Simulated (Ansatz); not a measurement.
**AlRu, pressure series**

Start from AlRu in the CsCl type structure (space group Pm-3m, No. 221; a = 2.9764 Å).

Cell and atoms are relaxed at each pressure.

Computed with Ansatz (a program for electronic structure) PBEsol, scalar-relativistic without spin-orbit coupling.

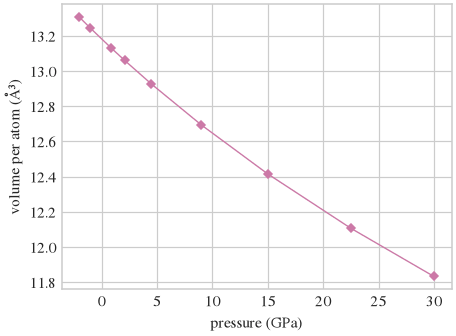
Fig. 1. Volume against pressure

Question: Estimate the zero-pressure bulk modulus from the plot.

Answer: About 220 GPa; a third-order Birch–Murnaghan fit to the points gives V₀ = 13.18 Å³/atom, B₀ = 220 GPa and B₀′ = 4.3.

Load acts through the strain it causes; cell and atoms are relaxed under it. No phonon test of stability was made. Competing high-pressure phases were not computed. The final runs are not spin-polarised.
